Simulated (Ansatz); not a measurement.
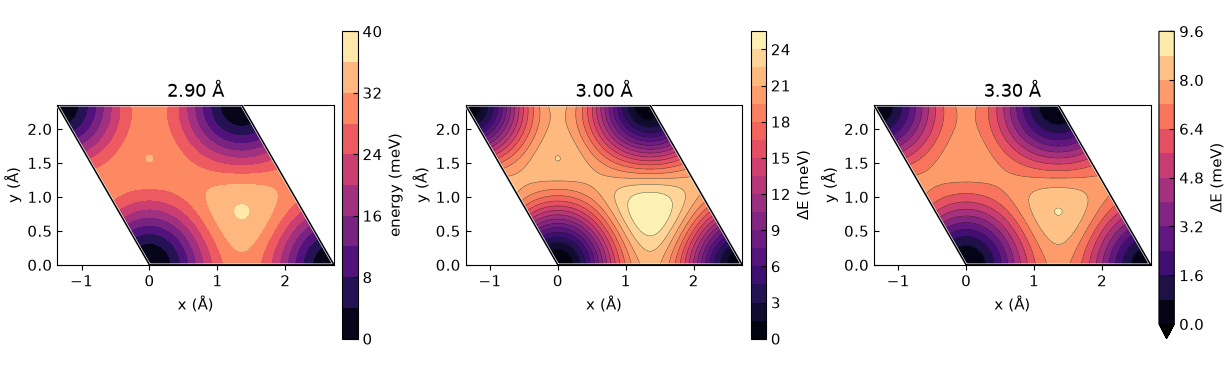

Three maps of one series, each from its own lowest grid point and on its own colour scale; the height changes from map to map. CO on an Ir(111) slab cut from the Fm-3m phase, its upper half relaxed before the scan (12 atoms of substrate and one adsorbate in a 2 × 2 cell). CO (O end down) is moved over the surface cell at a fixed height above a rigid substrate; the origin of the map has the adsorbate above Ir9. Places are given modulo a cell vector. The map is drawn in real space over the plane of the surface. Grid: 6 × 6 points. Places are given in fractions of the 1 × 1 surface cell. Energies are in meV, from the lowest grid point. At a fixed height the lowest place need not be the adsorption site. The runs have no spin polarisation; a magnetic state may lie lower. The calculation used DFT PBE+D3(BJ), scalar-relativistic, plane waves, PAW in Ansatz. Settings: cutoff 420 eV, k-mesh 6×6×1, gaussian smearing 0.1 eV, no spin polarisation.

The picture shows filled contours, the outline of one cell of the plane. Between grid points the surface is interpolated.

The span runs from the lowest to the highest grid point; passes are read from the interpolated surfaces.

| height | lowest grid point | span (meV) | easiest pass (meV) |
| --- | --- | --- | --- |
| 2.90 Å | the top site over a surface Ir atom | 36.2 | 30 |
| 3.00 Å | the top site over a surface Ir atom | 25.5 | 21 |
| 3.30 Å | the top site over a surface Ir atom | 8.8 | 7.4 |

> One more map of the series was computed, for the height 3.40 Å. What do you expect for it?

A straight line of ln(span) against the height through the 3 maps has the slope −3.5 per Å (a decay length of 0.28 Å) and gives 6.2 meV at 3.40 Å. The computed span is 6.19 meV, below the fit by 0 %. The lowest grid point is the top site over a surface Ir atom, as for 2.90 Å, 3.00 Å and 3.30 Å. The easiest pass out of the lowest well is about 5.2 meV.

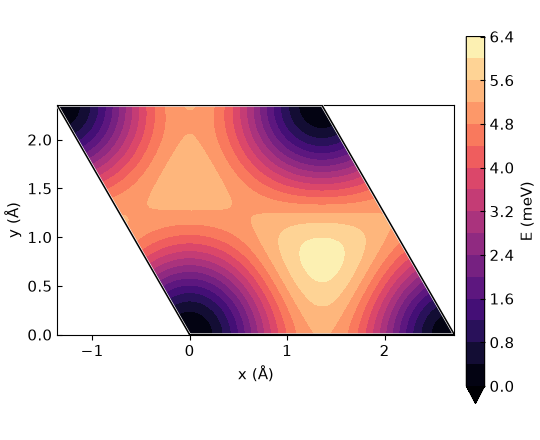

The map for 3.40 Å.

PAW datasets: the set soft_1.
